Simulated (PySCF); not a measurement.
Zn(OH)(SH), SMILES [OH][Zn][SH] (H₂OSZn) at its CAM-B3LYP/def2-SVP optimised geometry (Å):

```
5

Zn     0.0195     0.5934     0.0000
O     -1.7362     0.7554     0.0000
H     -2.2574    -0.0542    -0.0083
S      2.1842     0.5934     0.0000
H      2.2574    -0.7554     0.0151
```

Method: CAM-B3LYP/def2-TZVP (PySCF). Cells within 0.4 Å of a nucleus heavier than hydrogen are left out (blank, or x).

Map of the Laplacian of the electron density (e/bohr⁵), clipped to [-1.50, 1.50] on the plane z = 0.0 Å:

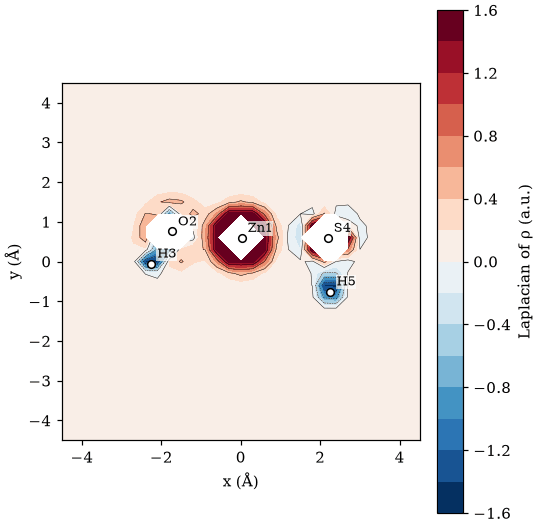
Figure: Laplacian of the electron density (e/bohr⁵), clipped to [-1.50, 1.50] on the plane z = 0.0 Å.
